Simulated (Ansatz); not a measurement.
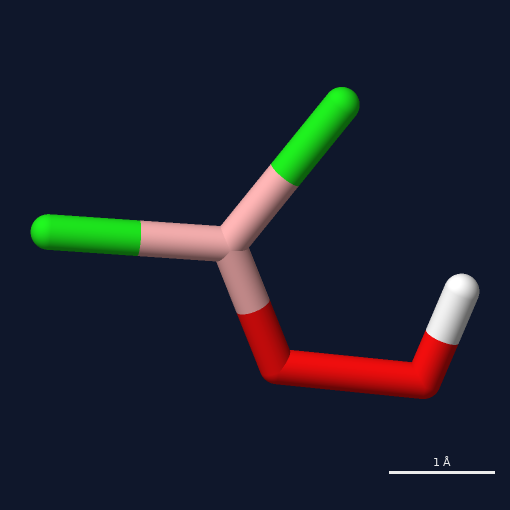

Stick drawing of a structure. Colours: boron pink, chlorine green, oxygen red, hydrogen white.

The computed structure is the end point of a PBE0-D4/def2-TZVP optimisation.

What does the picture show?

The molecule is BCl2HO2. This geometry has Cs symmetry. All atoms lie on one plane. Coordination: 1 B trigonal planar; 2 O bent.

The parts below concern this one geometry. Atoms keep their numbers from picture to picture.

**Geometry**

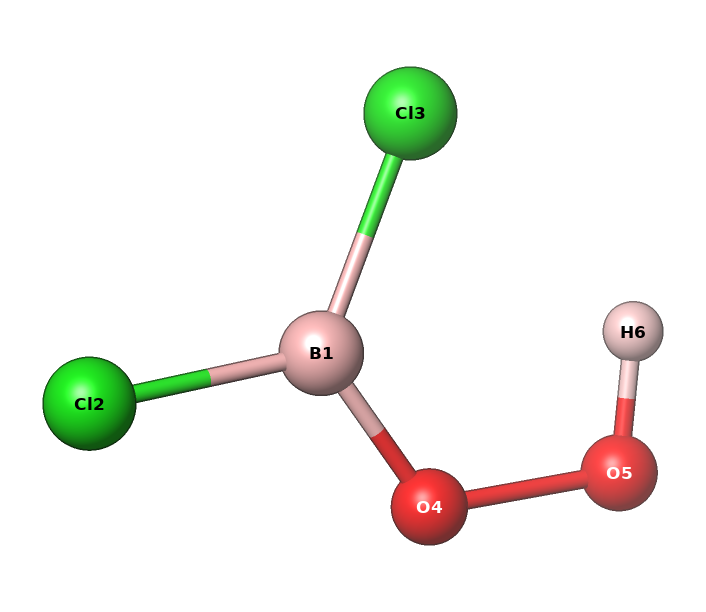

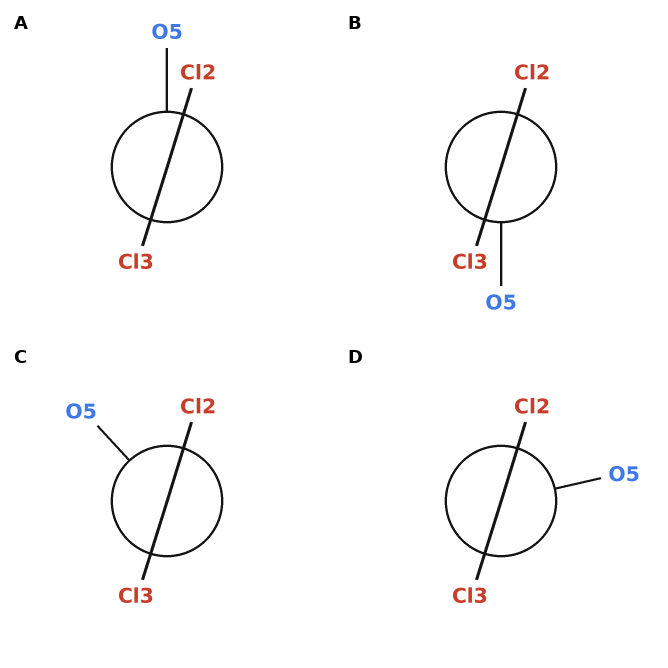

Depth is shown by fading: the farther an atom, the more it takes the colour of the background. Bonds that would overlap in a projection are set slightly apart.

> Which Newman projection shows the view along B1–O4, with B1 in front?

B. The torsion angle Cl2–B1–O4–O5 is 180°, antiperiplanar (anti).

**Vibrations**

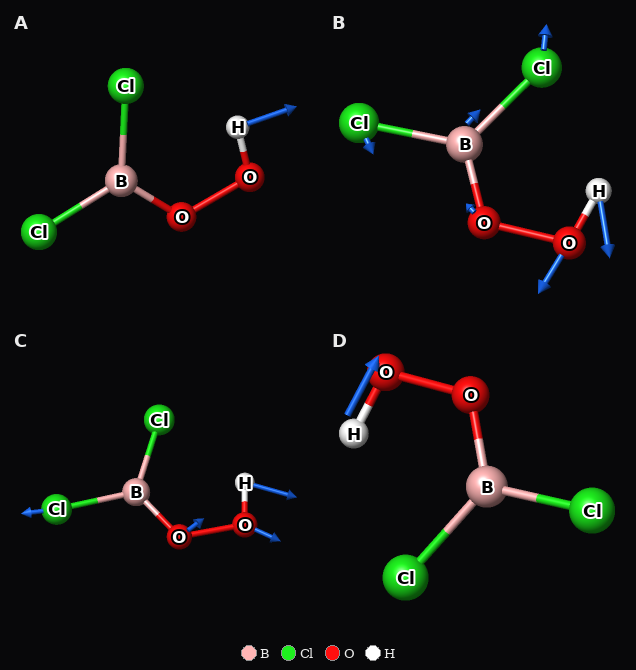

4 normal modes of one molecule or complex, as arrows. Harmonic vibrations computed with RKS PBE0-D4/def2-TZVP (Ansatz 0.2.0) at a stationary point of the same level.

> Match the panels to the wavenumbers 236 cm⁻¹, 439 cm⁻¹, 1485 cm⁻¹, 3652 cm⁻¹.

A: 1485 cm⁻¹, H–O–O bending
B: 236 cm⁻¹
C: 439 cm⁻¹
D: 3652 cm⁻¹, O–H stretching

**Dipole moment**

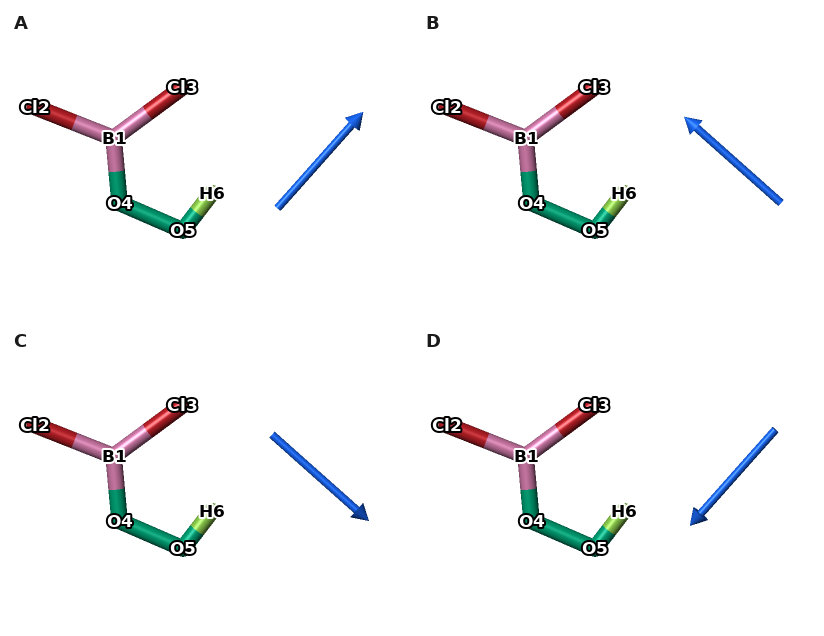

The same molecule four times, each with an arrow. Properties computed with RKS PBE0-D4/def2-TZVP (Ansatz 0.2.0).

> Which arrow points along the dipole moment, from the negative to the positive end?

A. The dipole moment is 1.66 D; it points from the side of O4 to the side of Cl3 (the outermost atoms at the two ends).

**Charges**

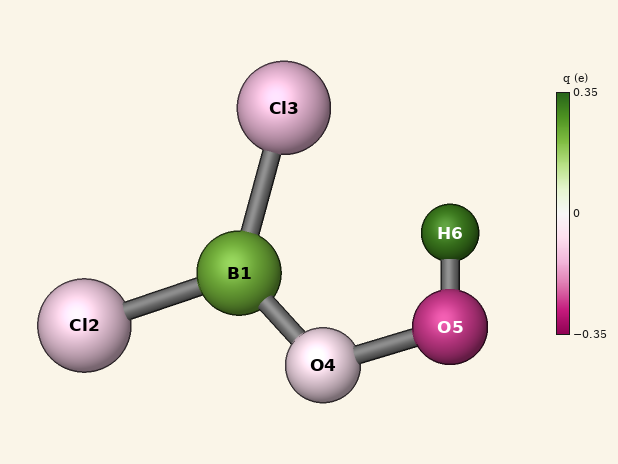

Atoms are coloured by their Mulliken charges. Method: RKS PBE0-D4/def2-TZVP (Ansatz 0.2.0).

> Which atom carries the highest charge (most positive or least negative)?

H6 (0.31 e).

> And the lowest?

O5 (−0.25 e).

Give the Mulliken charges atom by atom.

| atom | value (e) |
| --- | --- |
| B1 | 0.23 |
| Cl2 | −0.09 |
| Cl3 | −0.12 |
| O4 | −0.06 |
| O5 | −0.25 |
| H6 | 0.31 |

Mulliken values depend strongly on the basis set and can even reverse the polarity of a bond.
